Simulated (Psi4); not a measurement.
**SiH2O2 (SMILES O[Si]O) at HF/cc-pVTZ**

What is the vertical ionisation energy of SiH2O2 at HF/cc-pVTZ? 

The calculation is run with Psi4 1.11.

4 further runs of the same task are left out: 4 set aside as unsound or not needed. Runs told in other sessions of the task aren't counted.

### Step 1. The molecule

SiH2O2 has 5 atoms, charge 0, and is taken as a singlet. SMILES: `O[Si]O`. The coordinates come from a PBE0-D4/def2-TZVP relaxation. This is one conformer, not always the lowest.

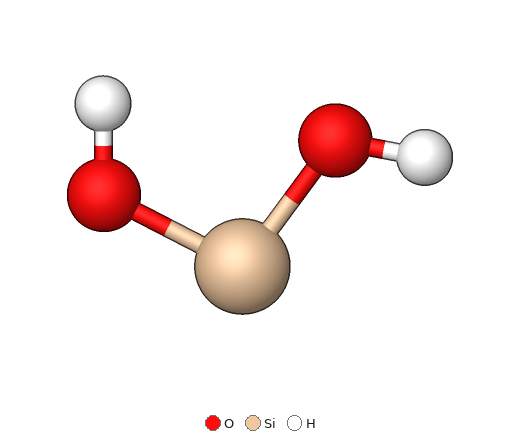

The structure, seen from a chosen angle (oxygen red, silicon light orange, hydrogen white).

### Step 2. A single-point energy at HF/cc-pVTZ

h2o2si.py

```python
import psi4

psi4.set_memory(1600000000)
psi4.set_num_threads(1)
psi4.set_output_file('output.dat', False)

geom = psi4.geometry("""
O     -2.72725274    -0.19955508    -0.51967468
Si    -0.40062194    -1.49534028     1.07279752
O      1.95775627     0.35432365     0.12963521
H     -2.32795361     1.22624328    -1.58000001
H      3.59255834    -0.02475541     0.81900730
units au
symmetry c1
""")

psi4.set_options({
    'basis': 'cc-pVTZ',
    'reference': 'rhf',
    'puream': True,
    'scf_type': 'pk',
    'd_convergence': 1e-05,
    'e_convergence': 1e-05,
})

e, wfn = psi4.energy("scf", return_wfn=True)
print(f'scf energy: {e:.10f} Eh')
for k, v in sorted(psi4.core.scalar_variables().items()):
    print(f'{k:45s} {v:18.10f}')
```

Launch:

```sh
python h2o2si.py
```

output.dat:

```text
[...]
  Running in c1 symmetry.
[...]
  Nuclear repulsion =  103.646253707904961
[...]
  Multiplicity = 1
[...]
  Nalpha       = 16
  Nbeta        = 16
[...]
    Number of basis functions: 122
[...]
   @RHF iter   1:  -439.82820679978539   -9.08077e-01   4.99507e-03 DIIS/ADIIS
[...]
   @RHF iter   6:  -439.96761119403754   -3.82899e-06   6.97898e-06 DIIS
[...]
    Orbital Energies [Eh]
    ---------------------
    Doubly Occupied:
       1A    -68.809626     2A    -20.567606     3A    -20.561424
       4A     -6.151642     5A     -4.254575     6A     -4.254367
       7A     -4.253408     8A     -1.362775     9A     -1.331485
      10A     -0.755487    11A     -0.709179    12A     -0.590540
      13A     -0.552840    14A     -0.551551    15A     -0.508158
      16A     -0.354660
[...]
  @RHF Final Energy:  -439.96761119403754
   => Energetics <=
    Nuclear Repulsion Energy =            103.6462537079049611
    One-Electron Energy =                -816.0901818854545127
    Two-Electron Energy =                 272.4763169835119925
    Total Energy =                       -439.9676111940375449
[...]
 Multipole Moments:
 ------------------------------------------------------------------------------------
     Multipole            Electronic (a.u.)      Nuclear  (a.u.)        Total (a.u.)
 ------------------------------------------------------------------------------------
 L = 1.  Multiply by 2.5417464519 to convert [e a0] to [Debye]
 Dipole X            :         -0.2996034            0.9827718            0.6831684
 Dipole Y            :         -0.9363732            1.2000747            0.2637015
 Dipole Z            :          0.6869816           -0.7406014           -0.0536198
 Magnitude           :                                                    0.7342565
[...]
```

On the terminal:

```text
scf energy: -439.9676111940 Eh
CURRENT ENERGY                                   -439.9676111940
CURRENT REFERENCE ENERGY                         -439.9676111940
DD SOLVATION ENERGY                                 0.0000000000
HF KINETIC ENERGY                                 439.7786548337
HF POTENTIAL ENERGY                              -879.7462660277
HF TOTAL ENERGY                                  -439.9676111940
HF VIRIAL RATIO                                     2.0004296624
NUCLEAR REPULSION ENERGY                          103.6462537079
ONE-ELECTRON ENERGY                              -816.0901818855
PCM POLARIZATION ENERGY                             0.0000000000
PE ENERGY                                           0.0000000000
SCF ITERATION ENERGY                             -439.9676111940
SCF ITERATIONS                                      6.0000000000
SCF TOTAL ENERGY                                 -439.9676111940
TWO-ELECTRON ENERGY                               272.4763169835
```

Wall time 6.3 s (1 thread of AMD EPYC 9B14 (Zen 4), shared host); peak memory 0.81 GiB.

### Step 3. The doublet cation at the same level

job.py

```python
import psi4

psi4.set_memory(1600000000)
psi4.set_num_threads(1)
psi4.set_output_file('output.dat', False)

m = psi4.geometry("""
1 2
O     -2.72725274    -0.19955508    -0.51967468
Si    -0.40062194    -1.49534028     1.07279752
O      1.95775627     0.35432365     0.12963521
H     -2.32795361     1.22624328    -1.58000001
H      3.59255834    -0.02475541     0.81900730
units au
symmetry c1
""")

psi4.set_options({
    'basis': 'cc-pVTZ',
    'reference': 'uhf',
    'puream': True,
    'scf_type': 'pk',
    'd_convergence': 1e-05,
    'e_convergence': 1e-05,
    'maxiter': 100,
})

e_tot = psi4.energy("scf", molecule=m)
print('E =', round(e_tot, 9))
```

Launch:

```sh
python job.py
```

output.dat:

```text
[...]
  Running in c1 symmetry.
[...]
  Nuclear repulsion =  103.646253707904961
[...]
  Multiplicity = 2
[...]
  Nalpha       = 16
  Nbeta        = 15
[...]
    Number of basis functions: 122
[...]
   @UHF iter   1:  -439.49075897236548   -5.70630e-01   4.89214e-03 DIIS/ADIIS
[...]
   @UHF iter   9:  -439.64874645944462   -3.88364e-06   2.19427e-06 DIIS
[...]
   @S^2 Observed:                7.591610062E-01
[...]
    Orbital Energies [Eh]
    ---------------------
    Alpha Occupied:
       1A    -69.170218     2A    -20.844145     3A    -20.814039
       4A     -6.506975     5A     -4.614291     6A     -4.609427
       7A     -4.606143     8A     -1.625851     9A     -1.583410
      10A     -1.023463    11A     -0.964363    12A     -0.867442
      13A     -0.804760    14A     -0.794781    15A     -0.751474
      16A     -0.725293
    Alpha Virtual:
      17A     -0.204134    18A     -0.117906    19A     -0.057688
      20A     -0.009484    21A      0.020436    22A      0.068700
      23A      0.133029    24A      0.162821    25A      0.171034
[...]
  @UHF Final Energy:  -439.64874645944462
   => Energetics <=
    Nuclear Repulsion Energy =            103.6462537079049611
    One-Electron Energy =                -806.9255047097385614
    Two-Electron Energy =                 263.6305045423889624
    Total Energy =                       -439.6487464594446237
  UHF NO Occupations:
  HONO-2 :   14  A 1.9995095
  HONO-1 :   15  A 1.9964365
  HONO-0 :   16  A 1.0000000
  LUNO+0 :   17  A 0.0035635
  LUNO+1 :   18  A 0.0004905
[...]
 Multipole Moments:
 ------------------------------------------------------------------------------------
     Multipole            Electronic (a.u.)      Nuclear  (a.u.)        Total (a.u.)
 ------------------------------------------------------------------------------------
 L = 1.  Multiply by 2.5417464519 to convert [e a0] to [Debye]
 Dipole X            :         -0.1896509            0.9827718            0.7931209
 Dipole Y            :         -2.0050206            1.2000747           -0.8049459
 Dipole Z            :          1.5767493           -0.7406014            0.8361479
 Magnitude           :                                                    1.4057460
[...]
```

The script printed:

```text
E = -439.648746459
```

Run time: 7.2 s. Hardware: 1 thread of AMD EPYC 9B14 (Zen 4), shared host; peak memory 0.82 GiB.

### Step 4. Summary of results

At HF/cc-pVTZ:

```
                                          quantity          value
                      singlet SiH2O2: total energy  -439.96761 Eh
                     singlet SiH2O2: dipole moment         1.87 D
                       singlet SiH2O2: HOMO energy       -9.65 eV
                       singlet SiH2O2: LUMO energy        2.12 eV
                     singlet SiH2O2: HOMO–LUMO gap       11.77 eV
                      doublet cation: total energy  -439.64875 Eh
doublet cation: HOMO energy (highest over α and β)      -19.74 eV
 doublet cation: LUMO energy (lowest over α and β)       -7.81 eV
                              doublet cation: ⟨S²⟩          0.759
vertical ionisation energy (to the doublet cation)       8.677 eV
```

Removing an electron at fixed nuclei costs 8.68 eV (200 kcal/mol). The negative HOMO energy of the first species, 9.65 eV, lies 0.97 eV above that difference.
